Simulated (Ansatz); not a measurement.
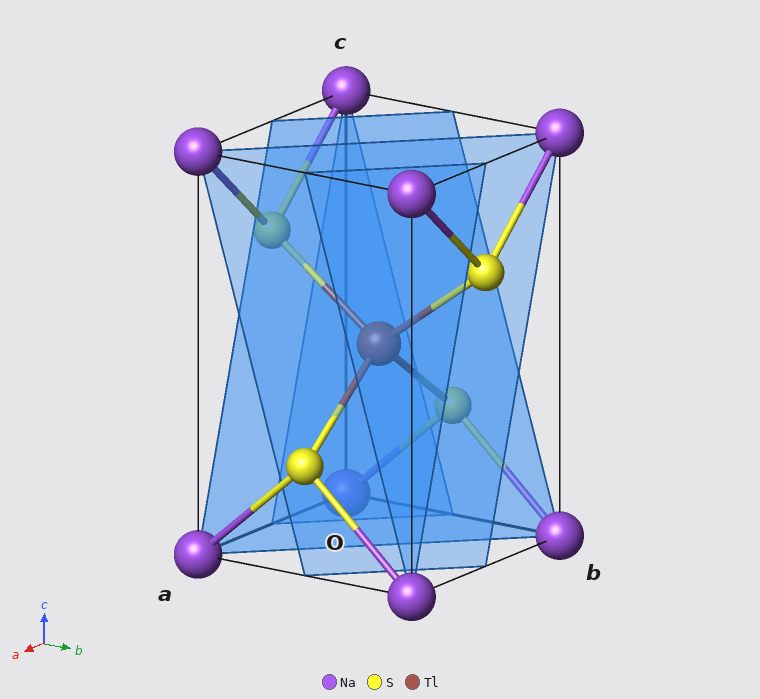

Crystal: NaTlS2, the input geometry of an electronic-structure calculation (not necessarily at equilibrium); the starting structure was generated, so it need not be a known form of this composition. Every member of one family of equally spaced planes, hx + ky + lz = a whole number, that cuts the unit cell is shaded (one member passes through the origin O, touching the cell only at an edge or corner). The drawing is computed from the coordinates (standard cell, symmetry found to 0.002 Å).

a = 4.104 Å, b = 4.104 Å, c = 6.639 Å, α = 90.00°, β = 90.00°, γ = 90.00°.

**What are the Miller indices?**

(2 2 1); the opposite sign names the same planes. The member next to the origin meets the axes a at 1/2, b at 1/2, c at 1.

**What is the spacing?**

d = 1.418 Å.

**Which atoms of the cell lie in these planes (within 0.03 Å)?**

The Na atom.
